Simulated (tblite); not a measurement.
Run report: C5H5F4Ga, frequency calculation

C5H5F4Ga, SMILES C=C[CH2][Ga]([F])[C](F)=C(F)F, computed with GFN2-xTB harmonic vibrations, gas phase (tblite 0.8.0).

It belongs to a series of runs on one base structure; here: H on Ga replaced by CF=CF2.

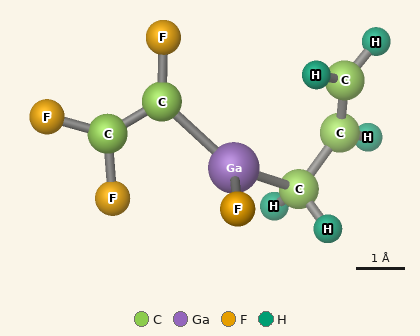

Fig. 1: The structure as given in the input (ball-and-stick view, seen at a tilt). Sticks mark near contacts.

Input
```
{"job": {"kind": "ir", "xc": "GFN2-xTB", "basis": "xTB"}, "charge": 0, "multiplicity": 1}
C      2.256327     0.697280     0.498343
C      2.147000    -0.094192    -0.551025
C      1.033807    -1.057564    -0.796512
Ga    -0.549519    -0.696197     0.465414
F     -1.020645    -1.922074     1.626675
C     -1.759176     0.931473     0.774971
F     -1.509605     2.137625     1.311979
C     -2.967247     0.587176     0.371096
F     -3.077797    -0.651925    -0.183009
F     -4.129977     1.208009     0.349184
H      1.485623     0.711342     1.269231
H      3.097451     1.352276     0.647446
H      2.918009    -0.090950    -1.314449
H      0.712729    -1.018934    -1.841925
H      1.358609    -2.085358    -0.591778
```

The first line tells a small driver script what to run in tblite; the rest is the geometry in Å.

Machine: 1 CPU thread, shared host.

Launched with:
```bash
OMP_NUM_THREADS=1 python <driver script> task.json out
```

Output
```
mode    cm-1     km/mol
  1      10.8      0.56
  2      24.5      0.50
  3      47.9      1.12
  4      74.5      4.25
  5      86.1      3.56
  6     112.4      3.72
  7     126.6      6.43
  8     147.4     11.60
  9     174.0     15.11
 10     205.0     26.71
 11     275.2     23.00
 12     325.8      1.37
 13     400.5     20.01
 14     444.3      5.84
 15     452.9      9.71
 16     465.5     98.19
 17     502.5     38.13
 18     579.9      5.18
 19     591.2     10.03
 20     707.8     32.05
 21     887.7     12.33
 22     920.9     91.21
 23     942.0      2.46
 24     961.5     15.06
 25    1012.3      2.31
 26    1066.7     15.81
 27    1092.0    261.86
 28    1156.9    170.59
 29    1162.9     30.41
 30    1252.7      1.59
 31    1381.7      2.69
 32    1392.0     10.15
 33    1703.8     24.11
 34    1729.4    288.45
 35    2885.3      7.00
 36    2923.6     11.37
 37    2938.8     71.23
 38    3023.3     29.51
 39    3125.5     16.42
```

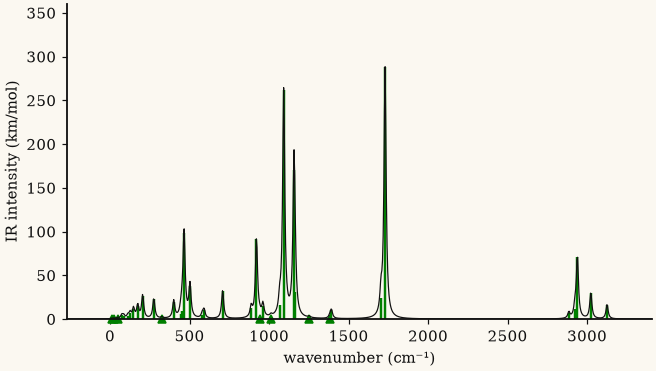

Fig. 2: Harmonic infrared spectrum, unscaled: sticks (degenerate modes added up, dark ones marked on the axis) with a Lorentzian envelope of 16 cm⁻¹ full width, scaled to the tallest stick. 39 modes from 11 to 3126 cm⁻¹, none imaginary. The strongest line is at 1729 cm⁻¹ (288 km/mol).

Key numbers

- outcome: converged
- total energy: −908.0966 eV
- zero-point energy: 53.3430 kcal/mol
- wall time: 0.53 s
- peak memory: 0.18 GiB
